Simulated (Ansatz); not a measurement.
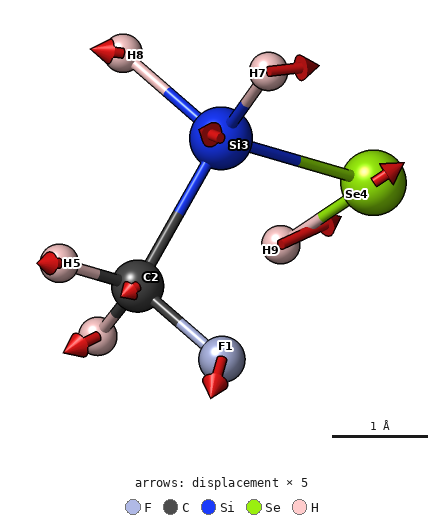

A relaxation of CH5FSeSi (coarse preliminary run). The starting structure is drawn; red arrows show the displacements, 5 times their true length. The two geometries are superimposed by the best rigid fit.

A ball-and-stick model, seen from a free direction.

The start comes from a force field.

These are results of RKS PBE-D4/def2-SVP (Ansatz), not measurements.

The input:
```yaml
crystal:
  periodic: [false, false, false]
  atoms:
    - {symbol: F, position_ang: [-1.410100, 1.356300, -0.059700]}
    - {symbol: C, position_ang: [-0.168000, 1.102800, 0.309800]}
    - {symbol: Si, position_ang: [0.009700, -0.743900, 0.418400]}
    - {symbol: Se, position_ang: [-0.286600, -1.680500, -1.606900]}
    - {symbol: H, position_ang: [0.045900, 1.558700, 1.280600]}
    - {symbol: H, position_ang: [0.544600, 1.523600, -0.443200]}
    - {symbol: H, position_ang: [-0.879100, -1.278900, 1.424000]}
    - {symbol: H, position_ang: [1.455600, -1.039000, 0.845000]}
    - {symbol: H, position_ang: [0.776600, -0.845400, -2.185000]}
basis:
  gaussian: {orbitals: def2-SVP}
hamiltonian: {xc: pbe, dispersion: d4}
relax: {f_tol: 0.03, max_steps: 200}
```

Run as
```bash
ansatz run in.yaml --threads 4 --pin off --events-out ev --progress --plain --max-ram 10444MiB
```

**What happened in the run?**

Over 4 geometry steps the energy falls by 25.3 kJ/mol. The largest force component goes from 3 to 0.028 eV/Å. The largest move after the best rigid fit is that of H9, 0.18 Å. By element the largest moves are H 0.18 Å, F 0.12 Å, Se 0.08 Å, Si 0.08 Å, C 0.05 Å. Among the contacts that change: F1–C2 1.320 → 1.388 Å, C2–Si3 1.858 → 1.915 Å, Si3–H7 1.445 → 1.500 Å, Si3–Se4 2.251 → 2.295 Å. Bond angles that change, for instance: Se4–Si3–H7 113.0° → 104.4°, Se4–Si3–H8 107.1° → 112.3°, F1–C2–Si3 107.3° → 110.6°.
